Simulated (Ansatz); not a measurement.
# What x(Pb) = 0.75, 4 atoms, P2/m does to Mo

Start from Mo in the bcc (W type) structure (space group Im-3m, No. 229; a = 3.130 Å).

The other end (x = 1) is Pb in the bcc (W type) structure (space group Im-3m, No. 229; a model cell, its experimental status unchecked): 30.01 Å³/atom, gap zero; this end may not be an ambient phase.

Now apply this change: a fraction x = 0.75 of the Mo sites is given to Pb, ordered in a cell of 4 atoms (starting symmetry P2/m) and fully relaxed.

Calculations: PBEsol (Ansatz, a quantum-chemistry and plane-wave program; PAW; 420 eV plane waves; no spin-orbit coupling). Settings: 15×9×8 k-points, 0.05 eV Fermi–Dirac smearing, for the changed cell.

```tsv
quantity	base	changed	shift
density	10.40 g/cm³	12.19 g/cm³	+1.799 g/cm³
shortest interatomic distance	2.710 Å	2.993 Å	+0.283 Å
band gap	zero	zero	–
mixing energy (to 0.01 eV only: unlike meshes or grids) (against an end that may be hypothetical)	–	+0.68 eV/atom	–
```

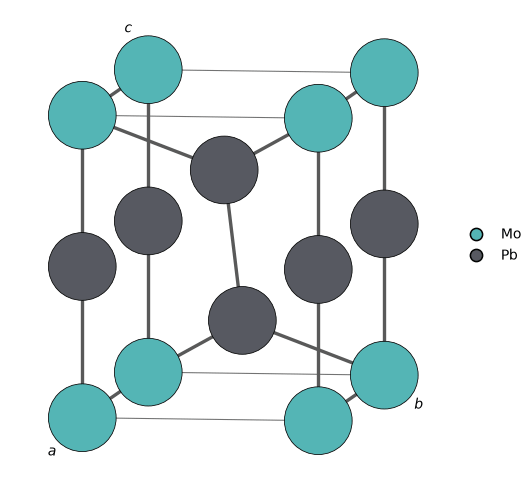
Figure: The relaxed conventional cell after the change

These are small ordered cells, not random alloys; other orderings at the same x differ. No phonon test of stability was made. All final runs are without spin polarisation. MoPb3 has a high density of states at the Fermi level and may be magnetic at this level. This is not the structure that Pb has at room temperature and ambient pressure.
